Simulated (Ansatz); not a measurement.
**The cluster B8N8: inputs that go wrong**

Aim: try 2 inputs for the cluster B8N8 as typed, read how each ends, and find what has to change.

Method: the settings change from run to run; program: Ansatz 0.2.0, Gaussian basis.

**1. The molecule**

The geometry comes from an earlier relaxation with r2SCAN-D4/def2-SVP; it is a stationary point, not always the lowest conformer.

16 atoms, charge 0, spin multiplicity 1.

Atoms are counted from 1 here; the program's logs count them from 0.

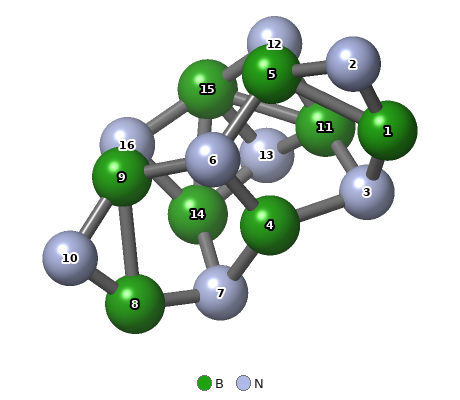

The geometry (boron green, nitrogen light blue); atoms are numbered from 1 in the order of the file.

**2. Try 1**

in.yaml reads:

```yaml
crystal:
  periodic: [false, false, false]
  atoms:
    - {symbol: B, position_ang: [0.301434, -2.459143, -0.470008]}
    - {symbol: N, position_ang: [0.285532, -2.786948, 0.782829]}
    - {symbol: N, position_ang: [0.329440, -1.337820, -1.337259]}
    - {symbol: B, position_ang: [-0.747184, -0.431318, -0.699552]}
    - {symbol: B, position_ang: [0.335328, -1.367701, 1.063289]}
    - {symbol: N, position_ang: [-0.891609, -0.513515, 0.744543]}
    - {symbol: N, position_ang: [-0.991874, 0.953902, -1.338945]}
    - {symbol: B, position_ang: [-1.976894, 1.492445, -0.472927]}
    - {symbol: B, position_ang: [-1.016322, 0.976641, 1.061560]}
    - {symbol: N, position_ang: [-2.269352, 1.644307, 0.779554]}
    - {symbol: B, position_ang: [1.429623, -0.507523, -0.690515]}
    - {symbol: N, position_ang: [1.914709, 0.980305, -0.910674]}
    - {symbol: N, position_ang: [1.614709, 0.930305, -0.910674]}
    - {symbol: B, position_ang: [0.277493, 1.490759, -0.691991]}
    - {symbol: B, position_ang: [1.422602, 0.820643, 0.574597]}
    - {symbol: N, position_ang: [0.284464, 1.699263, 0.801894]}
basis:
  gaussian: {orbitals: ANO-RCC-VTZP, fitting: {mean_field: def2-universal-jkfit}}
hamiltonian: {xc: {name: HF}}
correlation: {method: mp2, electrons: all}
scf: {lower_state_search: full}
output: {forces: true}
```

Run with:

```bash
ansatz run in.yaml --threads 2 --pin off --events-out ev --progress --plain --max-ram 20480MiB --backend cuda --devices 0, --max-vram 18GiB
```

The program printed (excerpt; [...] marks lines left out):

```text
Functional definition: HF
  name "HF"
  cite "Fock, Z. Phys. 61, 126 (1930) doi:10.1007/BF01340294"
  parent pbe
[...]
1216 factors; integrals over basis functions are off by at most 8.9e-1 eV
[...]
mean field -16697.39684039 eV, -613.6180159824 hartree, gradient 2.8e-6 eV, S^2 0.000000; 5 other end points of the search recorded, 0 dependent functions left out; unrestricted orbitals would lower it
[...]
reference -16697.39684039 eV, -613.6180159824 hartree; 48, 48 occupied and 432, 432 virtual orbitals, 1216 factors
second order -74.88169206 eV of doubles, -0.00000000 eV of singles
[...]
Total energy: -16772.27853245 eV, -616.3698674090 hartree
Relativity: scalar
Atom 0 at     0.301434    -2.459143    -0.470008 Å, force     0.212355     1.465996    -0.753388 eV/Å
Atom 1 at     0.285532    -2.786948     0.782829 Å, force     0.757080    -0.143910     0.830952 eV/Å
Atom 2 at     0.329440    -1.337820    -1.337259 Å, force    -1.785288    -0.062431     0.585811 eV/Å
Atom 3 at    -0.747184    -0.431318    -0.699552 Å, force     0.401043    -0.638148     0.772583 eV/Å
Atom 4 at     0.335328    -1.367701     1.063289 Å, force    -2.272466     0.844876    -0.456735 eV/Å
Atom 5 at    -0.891609    -0.513515     0.744543 Å, force    -0.138538     0.308094     0.463334 eV/Å
Atom 6 at    -0.991874     0.953902    -1.338945 Å, force     1.225654    -0.926046    -0.467716 eV/Å
Atom 7 at    -1.976894     1.492445    -0.472927 Å, force     0.571357    -0.128559     0.225269 eV/Å
Atom 8 at    -1.016322     0.976641     1.061560 Å, force    -0.580174    -1.589746    -0.712454 eV/Å
Atom 9 at    -2.269352     1.644307     0.779554 Å, force     0.068697     0.137719     0.131733 eV/Å
Atom 10 at     1.429623    -0.507523    -0.690515 Å, force    -4.638342   -17.301179     3.171672 eV/Å
Atom 11 at     1.914709     0.980305    -0.910674 Å, force  3567.743838   606.847091   -25.024137 eV/Å
Atom 12 at     1.614709     0.930305    -0.910674 Å, force -3545.795831  -588.158954    -0.110008 eV/Å
Atom 13 at     0.277493     1.490759    -0.691991 Å, force   -10.526550     3.755460     0.157745 eV/Å
Atom 14 at     1.422602     0.820643     0.574597 Å, force    -5.837671    -4.047889    20.395293 eV/Å
Atom 15 at     0.284464     1.699263     0.801894 Å, force     0.594837    -0.362374     0.790047 eV/Å
Dipole moment:     0.487820     0.500956    -0.796958 e Å
```

Wall time 25 s (1 × H100 (card shared with other runs) with 2 threads of AMD EPYC 7R13, shared host); peak host memory 2.5 GiB.

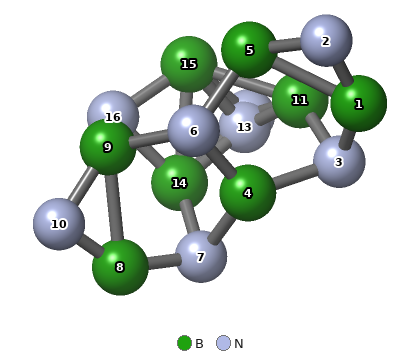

The geometry of this input.

**Diagnosis.** It ended without an error, which proves nothing about the input. One atom was put on top of another. The shortest distance is 0.30 Å (N12–N13), against 1.30 Å in the relaxed molecule. Its energy is no property of the relaxed molecule. Cure: restore the atom's position.

**3. Try 2**

in.yaml reads:

```yaml
crystal:
  periodic: [false, false, false]
  atoms:
    - {symbol: B, position_ang: [0.301434, -2.459143, -0.470008]}
    - {symbol: N, position_ang: [0.285532, -2.786948, 0.782829]}
    - {symbol: N, position_ang: [0.329440, -1.337820, -1.337259]}
    - {symbol: B, position_ang: [-0.747184, -0.431318, -0.699552]}
    - {symbol: B, position_ang: [0.335328, -1.367701, 1.063289]}
    - {symbol: N, position_ang: [-0.891609, -0.513515, 0.744543]}
    - {symbol: N, position_ang: [-0.991874, 0.953902, -1.338945]}
    - {symbol: B, position_ang: [-1.976894, 1.492445, -0.472927]}
    - {symbol: B, position_ang: [-1.016322, 0.976641, 1.061560]}
    - {symbol: N, position_ang: [-2.269352, 1.644307, 0.779554]}
    - {symbol: B, position_ang: [1.429623, -0.507523, -0.690515]}
    - {symbol: Xx, position_ang: [1.612600, -0.604298, 0.803594]}
    - {symbol: N, position_ang: [1.614709, 0.930305, -0.910674]}
    - {symbol: B, position_ang: [0.277493, 1.490759, -0.691991]}
    - {symbol: B, position_ang: [1.422602, 0.820643, 0.574597]}
    - {symbol: N, position_ang: [0.284464, 1.699263, 0.801894]}
basis:
  gaussian: {orbitals: def2-SVP}
hamiltonian: {xc: {name: HF}}
correlation: {method: ccsd}
scf: {omitted_lower_state_checks: [starts]}
```

Run with:

```bash
ansatz run in.yaml --threads 2 --pin off --events-out ev --progress --plain --max-ram 20480MiB --backend cpu
```

The program printed:

```text
Error: YAML parse error: error: line 15 column 16: `Xx` is not an element symbol (H … Og, case-exact)
  --> <input>:15:16
   |
13 |     - {symbol: N, position_ang: [-2.269352, 1.644307, 0.779554]}
14 |     - {symbol: B, position_ang: [1.429623, -0.507523, -0.690515]}
15 |     - {symbol: Xx, position_ang: [1.612600, -0.604298, 0.803594]}
   |                ^ `Xx` is not an element symbol (H … Og, case-exact)
16 |     - {symbol: N, position_ang: [1.614709, 0.930305, -0.910674]}
17 |     - {symbol: B, position_ang: [0.277493, 1.490759, -0.691991]}
   |
```

Run time: 0.13 s. Hardware: 2 threads of AMD EPYC 7R13, shared host.

Diagnosis: Refused before any calculation. An element symbol is wrong. Cure: correct the symbol.

**4. Summary**

```
try             level      ended                               cause    time
  1  MP2/ANO-RCC-VTZP  converged  one atom was put on top of another    25 s
  2     CCSD/def2-SVP    refused          an element symbol is wrong  0.13 s
```

1 converged, 1 refused. A refusal costs next to no computing time. The dangerous case is the input that converges on a wrong geometry, charge, spin, basis or grid: often only a look at the input shows it.
